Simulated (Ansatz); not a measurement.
Process, species as SMILES: C=O (CH2-O) → [CH]=O (CH-O) + H atom
B3LYP-D3(BJ)/def2-TZVP geometries, fixed; electronic energies without zero-point terms.
Largest species:
```
C
O 1 1.1989
H 1 1.1075 2 122.05
H 1 1.1075 3 115.91 2 180.00
```
Charge 0, spin multiplicity 1.

Basis-set convergence of the bond dissociation energy at B3LYP with Ansatz (an electronic-structure program). All functions are spherical. The program fits the integrals of some runs and decomposes those of others, by size. Open shells are unrestricted. No added dispersion term, no relativity. Functions are those of the species that has most. Reference: the value in aug-pcseg-3, 93.16 kcal/mol, itself unsure by roughly 0.02 kcal/mol (its mean distance from aug-cc-pVQZ, cc-pV5Z, def2-QZVPPD). Deviations are taken from unrounded values.

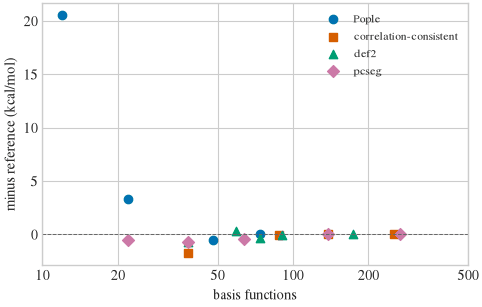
Fig. 1. Deviation from the reference against the number of basis functions, by family of sets.

| basis | functions | bond dissociation energy (kcal/mol) | minus reference (kcal/mol) |
|---|---|---|---|
| STO-3G | 12 | 113.70 | 20.54 |
| 6-31G | 22 | 96.52 | 3.36 |
| pcseg-0 | 22 | 92.60 | -0.56 |
| cc-pVDZ | 38 | 91.44 | -1.72 |
| def2-SVP | 38 | 92.43 | -0.73 |
| pcseg-1 | 38 | 92.40 | -0.76 |
| 6-311G** | 48 | 92.62 | -0.54 |
| def2-SVPD | 59 | 93.49 | 0.33 |
| aug-pcseg-1 | 64 | 92.71 | -0.45 |
| 6-311++G(2d,2p) | 74 | 93.22 | 0.06 |
| def2-TZVP | 74 | 92.86 | -0.30 |
| cc-pVTZ | 88 | 93.10 | -0.06 |
| def2-TZVPP | 90 | 93.08 | -0.08 |
| aug-cc-pVTZ | 138 | 93.18 | 0.02 |
| aug-pcseg-2 | 138 | 93.21 | 0.05 |
| def2-QZVPP | 174 | 93.20 | 0.04 |
| aug-cc-pVQZ | 252 | 93.16 | 0.00 |
| aug-pcseg-3 | 268 | 93.16 | 0.00 |
